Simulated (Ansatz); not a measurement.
# How Ir(100) screens a field, part 2 of 2

Aim: image plane and induced charge of Ir(100).

Ansatz 0.2.0; plane-wave DFT, LDA, Ansatz PAW.

So far. Step 7 (Atoms held, field 0.2 V/Å): The dipole is 0.105 e·Å. Step 8 (Single point, field -0.2 V/Å): The dipole is -0.105 e·Å.

**9. Single point, field 0.4 V/Å**

Contents of input.yaml:

```yaml
crystal:
  lattice:
    - [2.7152900398, 0.0, 0.0]
    - [0.0, 2.7152900398, 0.0]
    - [0.0, 0.0, 27.6]
  atoms:
    - { symbol: Ir, position: [0.5, 0.5, 0.3260869565] }
    - { symbol: Ir, position: [0.0, 0.0, 0.3956521739] }
    - { symbol: Ir, position: [0.5, 0.5, 0.4652173913] }
    - { symbol: Ir, position: [0.0, 0.0, 0.5347826087] }
    - { symbol: Ir, position: [0.5, 0.5, 0.6043478261] }
    - { symbol: Ir, position: [0.0, 0.0, 0.6739130435] }
kpoints:
  mp_grid: { grid: [18, 18, 1] }
hamiltonian:
  xc: lda
scf:
  occupations: { method: fermi_dirac, width: 0.1 }
  convergence: { dr2_threshold: 1.0e-10 }
efield:
  axis: 3
  dipole_correction: true
  ramp_position: 0.97
  ramp_width: 0.06
  amplitude: 0.4
output:
  forces: true
  write_potential: true
  write_density: true
  volumetric_format: npy
  elf: true
```

The run is started by

```bash
ansatz run input.yaml --threads 2 --pin off --max-ram 3072MiB --backend cpu --events-out ev --progress --plain --runs-dir out
```

Numbers of over 12 decimals in the logs are rounded to 6 here.

The program printed:

```text
[...]
Crystal: 6 atoms, lattice volume = 203.489 Å³
Basis set: ecut = 420 eV, 4057 PW (Γ)
Bands: 62, of which v1, the nominal top of the filled ones, is band 51 counted from 1 (50 counted from 0)
Symmetry: 8 space group operations
k-points: 55 of 324
[...]
k-point 0: bands = [... 47 lower, 6.1032, 6.4923, 6.5053, 6.5053, 7.0280, 7.5911, 7.6881, 7.6881, ... 7 higher]
  k-point 1: bands = [... 47 lower, 6.0552, 6.3230, 6.5028, 6.8952, 7.0265, 7.1553, 7.2836, 7.6957, ... 7 higher]
  k-point 2: bands = [... 47 lower, 5.8760, 6.0725, 6.4684, 6.5634, 6.6675, 6.9467, 7.2718, 7.7575, ... 7 higher]
  k-point 54: bands = [... 47 lower, 7.8222, 8.6230, 8.6261, 8.6583, 8.6626, 9.4112, 9.4115, 10.0775, ... 7 higher]
[key lines of the parts left out:]
SCF converged after 13 iterations
Free energy (F): -69977.082831 eV
Fermi energy:    7.131842 eV
Dipole field:    D = 0.186499 V/Å  (p = 0.209728 e·Å, saw-weighted, corrected)
```

It took 90 s on 2 threads of Arm Neoverse N1, shared host; peak memory 0.72 GiB; 3 min of CPU time.

Running mean over 1.92 Å of the planar mean, with the applied field; the ramp of the sawtooth is left out. The electron's electrostatic potential energy less the Fermi level by z:

| z (Å) | electron's electrostatic potential energy less the Fermi level (eV) |
| --- | --- |
| 4 | 4.57 |
| 6 | 5.31 |
| 8 | -3.26 |
| 10 | -13.0 |
| 12 | -13.3 |
| 14 | -13.3 |
| 16 | -13.3 |
| 18 | -12.8 |
| 20 | 1.72 |
| 22 | 6.61 |
| 24 | 7.42 |

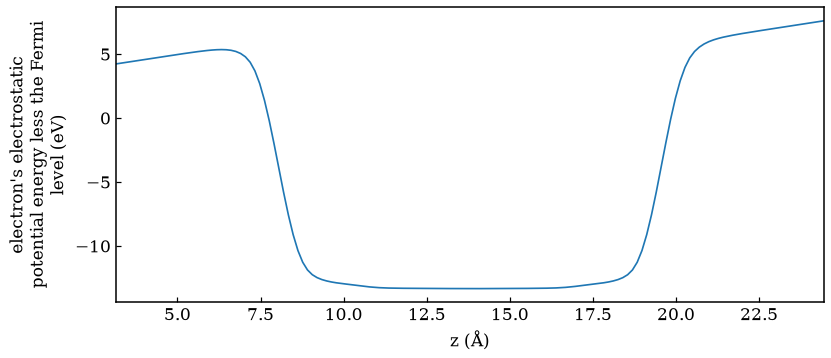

Electron's electrostatic potential energy less the Fermi level, plotted against z.

The dipole is 0.210 e·Å.

**10. The response**

This step: plane-wave DFT, LDA, Ansatz PAW; screening of a field by a metal slab (Ansatz 0.2.0).

The dipoles give the slope, and the difference of two potentials shows where the field is screened.

This step gave:

- equivalent conductor thickness p/(ε₀AE): 12.86 Å
- distance between the outer atoms: 9.600 Å
- inner field over outer field: -0.002546
- image plane, upper face: 1.587 Å
- induced electrons on the upper face over ε₀E: -1.007
- image plane, lower face: 1.587 Å
- induced electrons on the lower face over ε₀E: 1.007

Dipole of the cell against applied field:

| applied field (V/Å) | dipole of the cell (e·Å) |
| --- | --- |
| -0.200 | -0.105 |
| -0.100 | -0.0524 |
| -0.050 | -0.0262 |
| 0.000 | 0 |
| 0.050 | 0.0262 |
| 0.100 | 0.0524 |
| 0.200 | 0.105 |
| 0.400 | 0.210 |

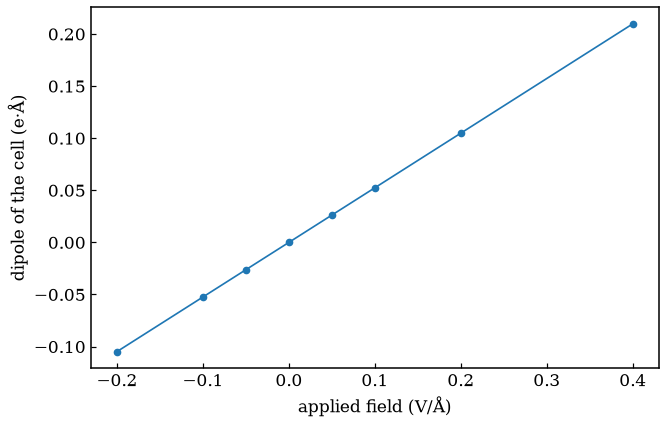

Dipole of the cell against applied field.

Local field over the applied field, running mean. From the potentials at -0.05 and 0.05 V/Å; running mean over 1.92 Å. Table of local field over applied field by z:

| z (Å) | local field over applied field |
| --- | --- |
| 5 | 0.993 |
| 6 | 0.943 |
| 7 | 0.698 |
| 8 | 0.240 |
| 9 | -0.00417 |
| 10 | 0.00178 |
| 11 | 9.6e-4 |
| 12 | -6.1e-4 |
| 13 | -0.00126 |
| 14 | -0.00347 |
| 15 | -8.7e-5 |
| 16 | -4.8e-4 |
| 17 | 0.00283 |
| 18 | -0.00226 |
| 19 | 0.0492 |
| 20 | 0.416 |
| 21 | 0.834 |
| 22 | 0.974 |
| 23 | 0.997 |

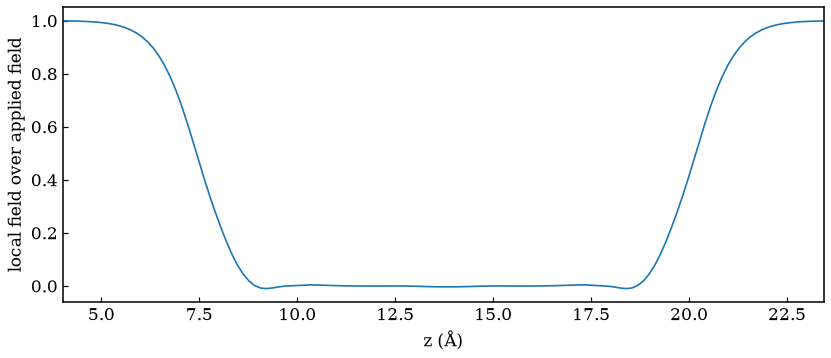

Local field over applied field, plotted against z.

The induced electron density oscillates, so the rows of the table below give means over windows of 2 Å about each position, cut where the curve ends. Its maxima inside the range that stand out by 2 % of the span (Å: e/Å³ per V/Å): 7.8: 0.00421, 8.9: 3.3e-4, 10.5: 1.1e-4, 11.2: 1.1e-4, 15.8: 1.1e-4, 18.3: 5.3e-4, 19.0: 8.8e-4. Its minima: 8.6: -8.8e-4, 9.3: -5.3e-4, 11.8: -1.1e-4, 16.4: -1.1e-4, 17.0: -1.1e-4, 18.7: -3.3e-4, 19.8: -0.00421.

Electrons, planar mean, per unit field. Table of induced electron density by z; means over each step:

| z (Å) | induced electron density (e/Å³ per V/Å) |
| --- | --- |
| 6 | 6.2e-4 |
| 8 | 0.00218 |
| 10 | -4.4e-5 |
| 12 | 3.5e-8 |
| 14 | -7.5e-6 |
| 16 | -8.1e-6 |
| 18 | 1.0e-4 |
| 20 | -0.00255 |
| 22 | -3.0e-4 |

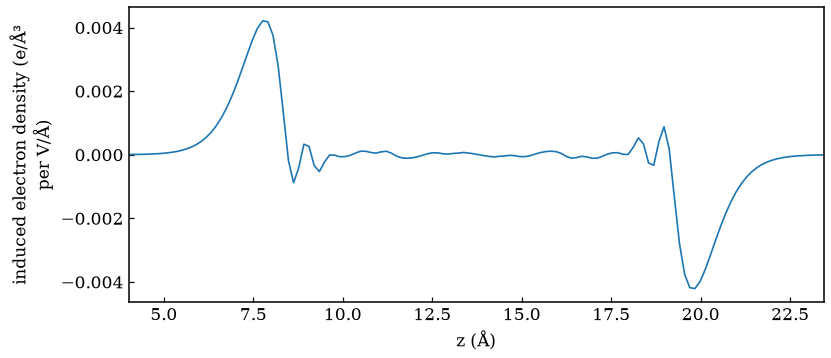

Induced electron density, plotted against z.

By hand: between -0.05 and 0.05 V/Å the dipole changes by 0.05241 e·Å, a slope of 0.5241 e·Å²/V. A perfect conductor of thickness t has p = ε₀AEt, so t = 180.95 × 0.5241 / 7.373 = 12.86 Å (e/ε₀ = 180.95 V·Å, A in Å²). Less the 9.60 Å between the outer atoms, and halved, that puts each image plane 1.63 Å out.

The induced dipole is that of a conductor 12.86 Å thick.

**11. A changed input**

This step: plane-wave DFT, LDA, Ansatz PAW (Ansatz 0.2.0).

A run with a changed input: it repeats the earlier run at 0.05 V/Å with efield.dipole_correction from true to false.

Edit input.yaml of step 9 so:

```diff
@@ -21,6 +21,6 @@
   axis: 3
-  dipole_correction: true
+  dipole_correction: false
   ramp_position: 0.97
   ramp_width: 0.06
-  amplitude: 0.4
+  amplitude: 0.05
 output:
@@ -30,2 +30 @@
   volumetric_format: npy
-  elf: true
```

The program printed:

```text
[...]
Crystal: 6 atoms, lattice volume = 203.489 Å³
Basis set: ecut = 420 eV, 4057 PW (Γ)
Bands: 62, of which v1, the nominal top of the filled ones, is band 51 counted from 1 (50 counted from 0)
Symmetry: 8 space group operations
k-points: 55 of 324
[...]
SCF iter   1: F=—  HF=-69977.239495 eV  |F-HF|=—  |Δ(HF+E_count)|=         —  Δρ=1.82e-2  dr2=1.98e1  ethr=1.77e-3  p=-0.000 e·Å  V_vac-E_F(+/−)=6.01/4.75 eV  ⟨swp⟩=7.8  Hψ=14871  notcnv=0  defer=22
[...]
SCF iter  11: F=-69977.042121 eV  HF=-69977.042121 eV  |F-HF|=0.00e0  |Δ(HF+E_count)|=   1.91e-9  Δρ=1.27e-7  dr2=5.68e-11  ethr=1.00e-12  p=0.049 e·Å  V_vac-E_F(+/−)=6.46/5.29 eV  ⟨swp⟩=14.6  Hψ=22065  notcnv=0
SCF 1 converged in 11 iterations: F = -69977.042121 eV  dr2 = 5.68e-11
[...]
SCF converged after 11 iterations
Free energy (F): -69977.042121 eV
[...]
Internal energy: -69976.834958 eV  (E = F + TS)
E sigma→0 (E₀):  -69976.938539 eV
Entropy (-TS):   -0.207163 eV (-34.527 meV/atom)
Fermi energy:    7.137942 eV
Dipole field:    D = 0.043644 V/Å  (p = 0.049080 e·Å, saw-weighted)
Work function:   not extracted (applied field tilts the vacuum); planar V_es + V_field profile in the machine report
[...]
--- Forces (eV/Å), atoms counted from 1 ---
  atom   1  Ir     0.00000000     0.00000000     1.45851678
  atom   2  Ir    -0.00000000     0.00000000    -0.98793612
  atom   3  Ir    -0.00000000     0.00000000    -0.25759853
  atom   4  Ir     0.00000000     0.00000000     0.26042284
  atom   5  Ir     0.00000000     0.00000000     0.98614515
  atom   6  Ir    -0.00000000     0.00000000    -1.45955062
  max |Σ_I F_I| component: 5.05e-7 eV/Å
--- Band table (eV; the first three rows and the last of 55) ---
  k-point 0: bands = [... 47 lower, 6.1093, 6.4985, 6.5114, 6.5114, 7.0342, 7.5972, 7.6942, 7.6942, ... 7 higher]
  k-point 1: bands = [... 47 lower, 6.0613, 6.3291, 6.5090, 6.9025, 7.0330, 7.1615, 7.2897, 7.7023, ... 7 higher]
  k-point 2: bands = [... 47 lower, 5.8823, 6.0786, 6.4746, 6.5747, 6.6692, 6.9528, 7.2780, 7.7640, ... 7 higher]
  k-point 54: bands = [... 47 lower, 7.8270, 8.6302, 8.6310, 8.6661, 8.6671, 9.4175, 9.4176, 10.0835, ... 7 higher]
```

The job ended after 74 s (2 threads; peak memory 0.71 GiB; 2.5 min of CPU time).

| quantity | this run | earlier run | difference |
| --- | --- | --- | --- |
| dipole along the normal (e·Å) | 0.04908 | 0.02621 | 0.023 |

With the dipole correction off, the periodic images add a field of their own to the typed one.

It moves by +0.0229 e·Å.

These numbers are not those of the isolated slab.

**12. Outcome**

```json
{
 "work function": "5.90 eV",
 "image plane, upper face": "1.59 Å",
 "induced electrons on the upper face over ε₀E": "-1.01",
 "equivalent conductor thickness p/(ε₀AE)": "12.9 Å",
 "inner field over outer field": "-0.00255"
}
```

What this shows: The induced charge has its centre 1.59 Å outside the outermost atoms; this is the plane from which a capacitor's gap or an image potential counts. The equivalent conductor thickness exceeds the distance between the outer atoms by 3.26 Å, about the sum of the two image-plane distances. In the middle of the slab the field is screened to under 0.5 % of its outer value. The atoms are held at bulk positions with the tabulated experimental lattice constant.

[Logs are printed without paths, hosts, clocks, repeated set-up lines and the standing remarks that a program may print on its own settings, such as how far it seeks lower states.]

[Hosts, paths, dates, database ids (printed as entryN), source tags and the programs' standing remarks are cut or masked in the printed files.]

[Maps of the electrostatic potential energy from Ansatz leave out the sawtooth potential of an applied field or a dipole correction, so their vacuum need not be flat; planar profiles and work functions include it.]
